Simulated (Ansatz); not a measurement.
# BOF (triplet): PBE, BLYP, r2SCAN, B97M-V, PBE0, B3LYP over vertical spin and charge gaps, def2-QZVPP

How well do these functionals follow the top wave-function level for BOF (triplet) over vertical spin and charge gaps?

Program: Ansatz 0.2.0, Gaussian basis. Level of theory: def2-QZVPP, all electrons in the functionals. These are calculated values, not measurements.

To be run: PBE, BLYP, r2SCAN, B97M-V, PBE0, B3LYP, at charge 0, triplet; charge 0, singlet; charge 0, quintet; charge 1, doublet; charge 1, quartet.

2 further runs of the same task are left out: 2 set aside as unsound or not needed.

## Step 1: The system

The geometry is a PBE0/def2-TZVP stationary point (not a proven minimum).

3 atoms, charge 0, spin multiplicity 3.

Atoms are counted from 1 here; the program's logs count them from 0.

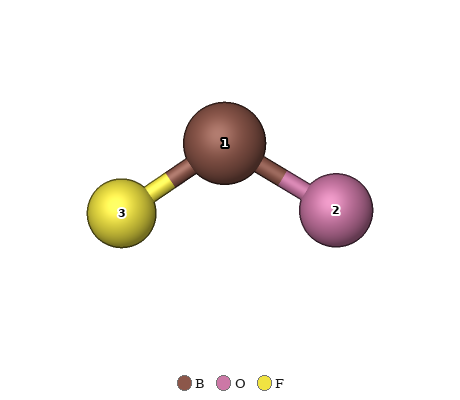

The geometry (boron brown, oxygen pink, fluorine yellow); atoms are numbered from 1 in the order of the file.

No dispersion term is added; B97M-V holds VV10 nonlocal correlation. B3LYP takes the VWN-RPA correlation.

The geometry shown and the zero of energy belong to the point charge 0, triplet. The yardstick, UCCSD(T), and other wave-function levels (R restricted, U unrestricted, valence and pair active spaces) come from earlier runs.

## Step 2: PBE, charge 0, triplet

Contents of in.yaml:

```yaml
crystal:
  periodic: [false, false, false]
  atoms:
    - {symbol: B, position_ang: [0.000000, -0.551074, 0.049105]}
    - {symbol: O, position_ang: [0.000000, 0.175594, 1.211243]}
    - {symbol: F, position_ang: [0.000000, 0.165712, -1.047985]}
basis:
  gaussian: {orbitals: "def2-QZVPP.json"}
magnetization: {spin_polarized: true, initial_magnetization: 2}
hamiltonian: {xc: {name: PBE}}
output: {orbitals: {seedname: orbitals}}
```

Run with:

```bash
$ ansatz run in.yaml --threads 1 --pin off --events-out ev --progress --plain --max-ram 2393MiB
```

What it wrote (excerpt; [...] marks lines left out):

```text
Functional definition: PBE
  name "PBE"
  cite "Perdew, Burke & Ernzerhof, Phys. Rev. Lett. 77, 3865 (1996) doi:10.1103/PhysRevLett.77.3865"
  parent pbe
[...]
558 factors; their error is unknown
[...]
mean field -5435.11359017 eV, -199.7367403864 hartree, gradient 2.6e-5 eV, S^2 2.003010; 4 other end points of the search recorded, 0 dependent functions left out
reference -5435.11362365 eV, -199.7367416169 hartree; 12, 10 occupied and 159, 161 virtual orbitals, 558 factors
Total energy: -5435.11362365 eV, -199.7367416169 hartree
```

It took 5.5 s on 1 thread of Arm Neoverse V2, shared host.

From the report: ⟨S²⟩ of the determinant 2.003 (pure triplet: 2.00).

## Step 3: PBE, charge 0, singlet

in.yaml, as its differences from that of step 2:

```diff
@@ -8,3 +8,3 @@
   gaussian: {orbitals: "def2-QZVPP.json"}
-magnetization: {spin_polarized: true, initial_magnetization: 2}
+magnetization: {spin_polarized: true, initial_magnetization: 0}
 hamiltonian: {xc: {name: PBE}}
```

The command is unchanged.

What it wrote (excerpt; [...] marks lines left out):

```text
Functional definition: PBE
  name "PBE"
  cite "Perdew, Burke & Ernzerhof, Phys. Rev. Lett. 77, 3865 (1996) doi:10.1103/PhysRevLett.77.3865"
  parent pbe
[...]
558 factors; their error is unknown
[...]
mean field -5436.86150747 eV, -199.8009751626 hartree, gradient 5.2e-6 eV, S^2 0.000000; 1 other end points of the search recorded, 0 dependent functions left out
reference -5436.86154443 eV, -199.8009765206 hartree; 11, 11 occupied and 160, 160 virtual orbitals, 558 factors
Total energy: -5436.86154443 eV, -199.8009765206 hartree
```

Run time: 4.9 s. Hardware: 1 thread of Arm Neoverse V2, shared host; peak memory 0.26 GiB.

From the report: ⟨S²⟩ of the determinant 0.000 (pure singlet: 0.00).

From charge 0, triplet: -1.748 eV.

## Step 4: PBE, charge 0, quintet

in.yaml, as its differences from that of step 3:

```diff
@@ -8,3 +8,3 @@
   gaussian: {orbitals: "def2-QZVPP.json"}
-magnetization: {spin_polarized: true, initial_magnetization: 0}
+magnetization: {spin_polarized: true, initial_magnetization: 4}
 hamiltonian: {xc: {name: PBE}}
```

Same command.

What it wrote (excerpt; [...] marks lines left out):

```text
Functional definition: PBE
  name "PBE"
  cite "Perdew, Burke & Ernzerhof, Phys. Rev. Lett. 77, 3865 (1996) doi:10.1103/PhysRevLett.77.3865"
  parent pbe
[...]
558 factors; their error is unknown
[...]
mean field -5427.61949878 eV, -199.4613376074 hartree, gradient 5.3e-6 eV, S^2 6.004658; 1 other end points of the search recorded, 0 dependent functions left out
reference -5427.61954276 eV, -199.4613392238 hartree; 13, 9 occupied and 158, 162 virtual orbitals, 558 factors
Total energy: -5427.61954276 eV, -199.4613392238 hartree
```

Wall time 4 s (1 thread of Arm Neoverse V2, shared host).

From the report: ⟨S²⟩ of the determinant 6.005 (pure quintet: 6.00).

From charge 0, triplet: +7.494 eV.

## Step 5: PBE, charge 1, doublet

in.yaml, as its differences from that of step 4:

```diff
@@ -8,3 +8,4 @@
   gaussian: {orbitals: "def2-QZVPP.json"}
-magnetization: {spin_polarized: true, initial_magnetization: 4}
+total_charge: 1
+magnetization: {spin_polarized: true, initial_magnetization: 1}
 hamiltonian: {xc: {name: PBE}}
```

Launched as before.

What it wrote (excerpt; [...] marks lines left out):

```text
Functional definition: PBE
  name "PBE"
  cite "Perdew, Burke & Ernzerhof, Phys. Rev. Lett. 77, 3865 (1996) doi:10.1103/PhysRevLett.77.3865"
  parent pbe
[...]
558 factors; their error is unknown
[...]
mean field -5424.99200084 eV, -199.3647788392 hartree, gradient 1.9e-5 eV, S^2 0.756057; 4 other end points of the search recorded, 0 dependent functions left out
reference -5424.99202496 eV, -199.3647797255 hartree; 11, 10 occupied and 160, 161 virtual orbitals, 558 factors
Total energy: -5424.99202496 eV, -199.3647797255 hartree
```

Run time: 6 s. Hardware: 1 thread of Arm Neoverse V2, shared host.

From the report: ⟨S²⟩ of the determinant 0.756 (pure doublet: 0.75).

From charge 0, triplet: +10.122 eV.

## Step 6: PBE, charge 1, quartet

in.yaml, as its differences from that of step 5:

```diff
@@ -9,3 +9,3 @@
 total_charge: 1
-magnetization: {spin_polarized: true, initial_magnetization: 1}
+magnetization: {spin_polarized: true, initial_magnetization: 3}
 hamiltonian: {xc: {name: PBE}}
```

Launched as before.

What it wrote (excerpt; [...] marks lines left out):

```text
Functional definition: PBE
  name "PBE"
  cite "Perdew, Burke & Ernzerhof, Phys. Rev. Lett. 77, 3865 (1996) doi:10.1103/PhysRevLett.77.3865"
  parent pbe
[...]
558 factors; their error is unknown
[...]
mean field -5421.39970219 eV, -199.2327642989 hartree, gradient 6.8e-5 eV, S^2 3.754316; 3 other end points of the search recorded, 0 dependent functions left out
reference -5421.39973430 eV, -199.2327654787 hartree; 12, 9 occupied and 159, 162 virtual orbitals, 558 factors
Total energy: -5421.39973430 eV, -199.2327654787 hartree
```

It took 5 s on 1 thread of Arm Neoverse V2, shared host.

From the report: ⟨S²⟩ of the determinant 3.754 (pure quartet: 3.75).

From charge 0, triplet: +13.714 eV.

## Step 7: BLYP, charge 0, triplet

Contents of in.yaml:

```yaml
crystal:
  periodic: [false, false, false]
  atoms:
    - {symbol: B, position_ang: [0.000000, -0.551074, 0.049105]}
    - {symbol: O, position_ang: [0.000000, 0.175594, 1.211243]}
    - {symbol: F, position_ang: [0.000000, 0.165712, -1.047985]}
basis:
  gaussian: {orbitals: "def2-QZVPP.json"}
magnetization: {spin_polarized: true, initial_magnetization: 2}
hamiltonian: {xc: {name: BLYP}}
```

The command is unchanged.

What it wrote (excerpt; [...] marks lines left out):

```text
Functional definition: BLYP
  name "BLYP"
  cite "Becke, Phys. Rev. A 38, 3098 (1988) doi:10.1103/PhysRevA.38.3098"
  cite "Lee, Yang & Parr, Phys. Rev. B 37, 785 (1988) doi:10.1103/PhysRevB.37.785"
[...]
558 factors; their error is unknown
[...]
mean field -5440.38360624 eV, -199.9304099048 hartree, gradient 2.8e-5 eV, S^2 2.002852; 4 other end points of the search recorded, 0 dependent functions left out
reference -5440.38385700 eV, -199.9304191200 hartree; 12, 10 occupied and 159, 161 virtual orbitals, 558 factors
Total energy: -5440.38385700 eV, -199.9304191200 hartree
```

Wall time 6 s (1 thread of Arm Neoverse V2, shared host).

From the report: ⟨S²⟩ of the determinant 2.003 (pure triplet: 2.00).

## Step 8: BLYP, charge 0, singlet

in.yaml, as its differences from that of step 7:

```diff
@@ -8,3 +8,3 @@
   gaussian: {orbitals: "def2-QZVPP.json"}
-magnetization: {spin_polarized: true, initial_magnetization: 2}
+magnetization: {spin_polarized: true, initial_magnetization: 0}
 hamiltonian: {xc: {name: BLYP}}
```

Launched as before.

What it wrote (excerpt; [...] marks lines left out):

```text
Functional definition: BLYP
  name "BLYP"
  cite "Becke, Phys. Rev. A 38, 3098 (1988) doi:10.1103/PhysRevA.38.3098"
  cite "Lee, Yang & Parr, Phys. Rev. B 37, 785 (1988) doi:10.1103/PhysRevB.37.785"
[...]
558 factors; their error is unknown
[...]
mean field -5442.17910122 eV, -199.9963931283 hartree, gradient 4.9e-6 eV, S^2 0.000000; 1 other end points of the search recorded, 0 dependent functions left out
reference -5442.17936426 eV, -199.9964027947 hartree; 11, 11 occupied and 160, 160 virtual orbitals, 558 factors
Total energy: -5442.17936426 eV, -199.9964027947 hartree
```

It took 5.5 s on 1 thread of Arm Neoverse V2, shared host; peak memory 0.26 GiB.

From the report: ⟨S²⟩ of the determinant 0.000 (pure singlet: 0.00).

From charge 0, triplet: -1.796 eV.

## Step 9: BLYP, charge 0, quintet

in.yaml, as its differences from that of step 8:

```diff
@@ -8,3 +8,3 @@
   gaussian: {orbitals: "def2-QZVPP.json"}
-magnetization: {spin_polarized: true, initial_magnetization: 0}
+magnetization: {spin_polarized: true, initial_magnetization: 4}
 hamiltonian: {xc: {name: BLYP}}
```

Same command.

What it wrote (excerpt; [...] marks lines left out):

```text
Functional definition: BLYP
  name "BLYP"
  cite "Becke, Phys. Rev. A 38, 3098 (1988) doi:10.1103/PhysRevA.38.3098"
  cite "Lee, Yang & Parr, Phys. Rev. B 37, 785 (1988) doi:10.1103/PhysRevB.37.785"
[...]
558 factors; their error is unknown
[...]
mean field -5432.74389948 eV, -199.6496558597 hartree, gradient 8.0e-6 eV, S^2 6.005034; 4 other end points of the search recorded, 0 dependent functions left out
reference -5432.74417149 eV, -199.6496658559 hartree; 13, 9 occupied and 158, 162 virtual orbitals, 558 factors
Total energy: -5432.74417149 eV, -199.6496658559 hartree
```

Wall time 7 s (1 thread of Arm Neoverse V2, shared host).

From the report: ⟨S²⟩ of the determinant 6.005 (pure quintet: 6.00).

From charge 0, triplet: +7.640 eV.

## Step 10: BLYP, charge 1, doublet

in.yaml, as its differences from that of step 9:

```diff
@@ -8,3 +8,4 @@
   gaussian: {orbitals: "def2-QZVPP.json"}
-magnetization: {spin_polarized: true, initial_magnetization: 4}
+total_charge: 1
+magnetization: {spin_polarized: true, initial_magnetization: 1}
 hamiltonian: {xc: {name: BLYP}}
```

Launched as before.

What it wrote (excerpt; [...] marks lines left out):

```text
Functional definition: BLYP
  name "BLYP"
  cite "Becke, Phys. Rev. A 38, 3098 (1988) doi:10.1103/PhysRevA.38.3098"
  cite "Lee, Yang & Parr, Phys. Rev. B 37, 785 (1988) doi:10.1103/PhysRevB.37.785"
[...]
558 factors; their error is unknown
[...]
mean field -5430.37055012 eV, -199.5624368796 hartree, gradient 6.7e-6 eV, S^2 0.755708; 4 other end points of the search recorded, 0 dependent functions left out
reference -5430.37076377 eV, -199.5624447311 hartree; 11, 10 occupied and 160, 161 virtual orbitals, 558 factors
Total energy: -5430.37076377 eV, -199.5624447311 hartree
```

Run time: 7 s. Hardware: 1 thread of Arm Neoverse V2, shared host.

From the report: ⟨S²⟩ of the determinant 0.756 (pure doublet: 0.75).

From charge 0, triplet: +10.013 eV.

## Step 11: BLYP, charge 1, quartet

in.yaml, as its differences from that of step 10:

```diff
@@ -9,3 +9,3 @@
 total_charge: 1
-magnetization: {spin_polarized: true, initial_magnetization: 1}
+magnetization: {spin_polarized: true, initial_magnetization: 3}
 hamiltonian: {xc: {name: BLYP}}
```

The command is unchanged.

What it wrote (excerpt; [...] marks lines left out):

```text
Functional definition: BLYP
  name "BLYP"
  cite "Becke, Phys. Rev. A 38, 3098 (1988) doi:10.1103/PhysRevA.38.3098"
  cite "Lee, Yang & Parr, Phys. Rev. B 37, 785 (1988) doi:10.1103/PhysRevB.37.785"
[...]
558 factors; their error is unknown
[...]
mean field -5426.73875590 eV, -199.4289709037 hartree, gradient 1.0e-5 eV, S^2 3.754828; 3 other end points of the search recorded, 0 dependent functions left out
reference -5426.73899358 eV, -199.4289796381 hartree; 12, 9 occupied and 159, 162 virtual orbitals, 558 factors
Total energy: -5426.73899358 eV, -199.4289796381 hartree
```

Run time: 6 s. Hardware: 1 thread of Arm Neoverse V2, shared host.

From the report: ⟨S²⟩ of the determinant 3.755 (pure quartet: 3.75).

From charge 0, triplet: +13.645 eV.

## Step 12: r2SCAN, charge 0, triplet

in.yaml, as its differences from that of step 11:

```diff
@@ -8,4 +8,3 @@
   gaussian: {orbitals: "def2-QZVPP.json"}
-total_charge: 1
-magnetization: {spin_polarized: true, initial_magnetization: 3}
-hamiltonian: {xc: {name: BLYP}}
+magnetization: {spin_polarized: true, initial_magnetization: 2}
+hamiltonian: {xc: {name: r2SCAN}}
```

Same command.

What it wrote (excerpt; [...] marks lines left out):

```text
Functional definition: r2SCAN
  name "r2SCAN"
  cite "Furness, Kaplan, Ning, Perdew & Sun, J. Phys. Chem. Lett. 11, 8208 (2020) doi:10.1021/acs.jpclett.0c02405"
  cite "Furness, Kaplan, Ning, Perdew & Sun, J. Phys. Chem. Lett. 11, 9248 (2020) doi:10.1021/acs.jpclett.0c03077"
  parent r2scan
[...]
558 factors; their error is unknown
[...]
mean field -5438.47944055 eV, -199.8604331063 hartree, gradient 1.3e-5 eV, S^2 2.005394; 1 other end points of the search recorded, 0 dependent functions left out
reference -5438.47945191 eV, -199.8604335237 hartree; 12, 10 occupied and 159, 161 virtual orbitals, 558 factors
Total energy: -5438.47945191 eV, -199.8604335237 hartree
```

Wall time 6.5 s (1 thread of Arm Neoverse V2, shared host); peak memory 0.26 GiB.

From the report: ⟨S²⟩ of the determinant 2.005 (pure triplet: 2.00).

## Step 13: r2SCAN, charge 0, singlet

in.yaml, as its differences from that of step 12:

```diff
@@ -8,3 +8,3 @@
   gaussian: {orbitals: "def2-QZVPP.json"}
-magnetization: {spin_polarized: true, initial_magnetization: 2}
+magnetization: {spin_polarized: true, initial_magnetization: 0}
 hamiltonian: {xc: {name: r2SCAN}}
```

Same command.

What it wrote (excerpt; [...] marks lines left out):

```text
Functional definition: r2SCAN
  name "r2SCAN"
  cite "Furness, Kaplan, Ning, Perdew & Sun, J. Phys. Chem. Lett. 11, 8208 (2020) doi:10.1021/acs.jpclett.0c02405"
  cite "Furness, Kaplan, Ning, Perdew & Sun, J. Phys. Chem. Lett. 11, 9248 (2020) doi:10.1021/acs.jpclett.0c03077"
  parent r2scan
[...]
558 factors; their error is unknown
[...]
mean field -5439.80059290 eV, -199.9089845598 hartree, gradient 1.3e-5 eV, S^2 0.250967; 3 other end points of the search recorded, 0 dependent functions left out
reference -5439.80060531 eV, -199.9089850159 hartree; 11, 11 occupied and 160, 160 virtual orbitals, 558 factors
Total energy: -5439.80060531 eV, -199.9089850159 hartree
```

Run time: 11 s. Hardware: 1 thread of Arm Neoverse V2, shared host; peak memory 0.28 GiB.

From the report: ⟨S²⟩ of the determinant 0.251 (pure singlet: 0.00).

From charge 0, triplet: -1.321 eV.

## Step 14: r2SCAN, charge 0, quintet

in.yaml, as its differences from that of step 13:

```diff
@@ -8,3 +8,3 @@
   gaussian: {orbitals: "def2-QZVPP.json"}
-magnetization: {spin_polarized: true, initial_magnetization: 0}
+magnetization: {spin_polarized: true, initial_magnetization: 4}
 hamiltonian: {xc: {name: r2SCAN}}
```

The command is unchanged.

What it wrote (excerpt; [...] marks lines left out):

```text
Functional definition: r2SCAN
  name "r2SCAN"
  cite "Furness, Kaplan, Ning, Perdew & Sun, J. Phys. Chem. Lett. 11, 8208 (2020) doi:10.1021/acs.jpclett.0c02405"
  cite "Furness, Kaplan, Ning, Perdew & Sun, J. Phys. Chem. Lett. 11, 9248 (2020) doi:10.1021/acs.jpclett.0c03077"
  parent r2scan
[...]
558 factors; their error is unknown
[...]
mean field -5430.98196314 eV, -199.5849058936 hartree, gradient 5.0e-5 eV, S^2 6.008978; 2 other end points of the search recorded, 0 dependent functions left out
reference -5430.98198059 eV, -199.5849065348 hartree; 13, 9 occupied and 158, 162 virtual orbitals, 558 factors
Total energy: -5430.98198059 eV, -199.5849065348 hartree
```

Run time: 7 s. Hardware: 1 thread of Arm Neoverse V2, shared host; peak memory 0.25 GiB.

From the report: ⟨S²⟩ of the determinant 6.009 (pure quintet: 6.00).

From charge 0, triplet: +7.497 eV.

## Step 15: r2SCAN, charge 1, doublet

in.yaml, as its differences from that of step 14:

```diff
@@ -8,3 +8,4 @@
   gaussian: {orbitals: "def2-QZVPP.json"}
-magnetization: {spin_polarized: true, initial_magnetization: 4}
+total_charge: 1
+magnetization: {spin_polarized: true, initial_magnetization: 1}
 hamiltonian: {xc: {name: r2SCAN}}
```

Launched as before.

What it wrote (excerpt; [...] marks lines left out):

```text
Functional definition: r2SCAN
  name "r2SCAN"
  cite "Furness, Kaplan, Ning, Perdew & Sun, J. Phys. Chem. Lett. 11, 8208 (2020) doi:10.1021/acs.jpclett.0c02405"
  cite "Furness, Kaplan, Ning, Perdew & Sun, J. Phys. Chem. Lett. 11, 9248 (2020) doi:10.1021/acs.jpclett.0c03077"
  parent r2scan
[...]
558 factors; their error is unknown
[...]
mean field -5428.09038518 eV, -199.4786423637 hartree, gradient 2.1e-5 eV, S^2 0.759537; 1 other end points of the search recorded, 0 dependent functions left out
reference -5428.09039248 eV, -199.4786426317 hartree; 11, 10 occupied and 160, 161 virtual orbitals, 558 factors
Total energy: -5428.09039248 eV, -199.4786426317 hartree
```

It took 10 s on 1 thread of Arm Neoverse V2, shared host; peak memory 0.29 GiB.

From the report: ⟨S²⟩ of the determinant 0.760 (pure doublet: 0.75).

From charge 0, triplet: +10.389 eV.

## Step 16: r2SCAN, charge 1, quartet

in.yaml, as its differences from that of step 15:

```diff
@@ -9,3 +9,3 @@
 total_charge: 1
-magnetization: {spin_polarized: true, initial_magnetization: 1}
+magnetization: {spin_polarized: true, initial_magnetization: 3}
 hamiltonian: {xc: {name: r2SCAN}}
```

Launched as before.

What it wrote (excerpt; [...] marks lines left out):

```text
Functional definition: r2SCAN
  name "r2SCAN"
  cite "Furness, Kaplan, Ning, Perdew & Sun, J. Phys. Chem. Lett. 11, 8208 (2020) doi:10.1021/acs.jpclett.0c02405"
  cite "Furness, Kaplan, Ning, Perdew & Sun, J. Phys. Chem. Lett. 11, 9248 (2020) doi:10.1021/acs.jpclett.0c03077"
  parent r2scan
[...]
558 factors; their error is unknown
[...]
mean field -5424.70679564 eV, -199.3542977415 hartree, gradient 4.8e-5 eV, S^2 3.758244; 1 other end points of the search recorded, 0 dependent functions left out
reference -5424.70680573 eV, -199.3542981122 hartree; 12, 9 occupied and 159, 162 virtual orbitals, 558 factors
Total energy: -5424.70680573 eV, -199.3542981122 hartree
```

Wall time 5.5 s (1 thread of Arm Neoverse V2, shared host); peak memory 0.25 GiB.

From the report: ⟨S²⟩ of the determinant 3.758 (pure quartet: 3.75).

From charge 0, triplet: +13.773 eV.

## Step 17: B97M-V, charge 0, triplet

in.yaml, as its differences from that of step 16:

```diff
@@ -8,4 +8,3 @@
   gaussian: {orbitals: "def2-QZVPP.json"}
-total_charge: 1
-magnetization: {spin_polarized: true, initial_magnetization: 3}
-hamiltonian: {xc: {name: r2SCAN}}
+magnetization: {spin_polarized: true, initial_magnetization: 2}
+hamiltonian: {xc: {name: B97M-V}}
```

Launched as before.

What it wrote (excerpt; [...] marks lines left out):

```text
Functional definition: B97M-V
  name "B97M-V"
  cite "Mardirossian & Head-Gordon, J. Chem. Phys. 142, 074111 (2015) doi:10.1063/1.4907719"
  cite "Becke, J. Chem. Phys. 107, 8554 (1997) doi:10.1063/1.475007"
  cite "Vydrov & Van Voorhis, J. Chem. Phys. 133, 244103 (2010) doi:10.1063/1.3521275"
  # Of w^i u^j: cxij and so on, Table III.
[...]
  gx(w, u) = cx00 + cx01*u + cx02*u^2 + (cx10 + cx11*u)*w
[...]
  gos(w, u) = cos00 + cos01*u + cos03*u^3 + cos10*w + cos32*w^3*u^2
[...]
      + integral(e_c_pw_mod_opposite_spin*gos(b97_w_opposite, b97_u_opposite)) + vv10(b, c)
558 factors; their error is unknown
[...]
mean field -5439.45810791 eV, -199.8963984687 hartree, gradient 1.0e-5 eV, S^2 2.004983; 1 other end points of the search recorded, 0 dependent functions left out
reference -5439.45815532 eV, -199.8964002107 hartree; 12, 10 occupied and 159, 161 virtual orbitals, 558 factors
Total energy: -5439.45815532 eV, -199.8964002107 hartree
```

Run time: 10 s. Hardware: 1 thread of Arm Neoverse V2, shared host; peak memory 0.3 GiB.

From the report: ⟨S²⟩ of the determinant 2.005 (pure triplet: 2.00).

## Step 18: B97M-V, charge 0, singlet

in.yaml, as its differences from that of step 17:

```diff
@@ -8,3 +8,3 @@
   gaussian: {orbitals: "def2-QZVPP.json"}
-magnetization: {spin_polarized: true, initial_magnetization: 2}
+magnetization: {spin_polarized: true, initial_magnetization: 0}
 hamiltonian: {xc: {name: B97M-V}}
```

Launched as before.

What it wrote (excerpt; [...] marks lines left out):

```text
Functional definition: B97M-V
  name "B97M-V"
  cite "Mardirossian & Head-Gordon, J. Chem. Phys. 142, 074111 (2015) doi:10.1063/1.4907719"
  cite "Becke, J. Chem. Phys. 107, 8554 (1997) doi:10.1063/1.475007"
  cite "Vydrov & Van Voorhis, J. Chem. Phys. 133, 244103 (2010) doi:10.1063/1.3521275"
  # Of w^i u^j: cxij and so on, Table III.
[...]
  gx(w, u) = cx00 + cx01*u + cx02*u^2 + (cx10 + cx11*u)*w
[...]
  gos(w, u) = cos00 + cos01*u + cos03*u^3 + cos10*w + cos32*w^3*u^2
[...]
      + integral(e_c_pw_mod_opposite_spin*gos(b97_w_opposite, b97_u_opposite)) + vv10(b, c)
558 factors; their error is unknown
[...]
mean field -5440.92502229 eV, -199.9503065779 hartree, gradient 1.8e-5 eV, S^2 0.153928; 3 other end points of the search recorded, 0 dependent functions left out
reference -5440.92507401 eV, -199.9503084785 hartree; 11, 11 occupied and 160, 160 virtual orbitals, 558 factors
Total energy: -5440.92507401 eV, -199.9503084785 hartree
```

It took 22 s on 1 thread of Arm Neoverse V2, shared host; peak memory 0.35 GiB.

From the report: ⟨S²⟩ of the determinant 0.154 (pure singlet: 0.00).

From charge 0, triplet: -1.467 eV.

(Part 1 of 2 ends here.)
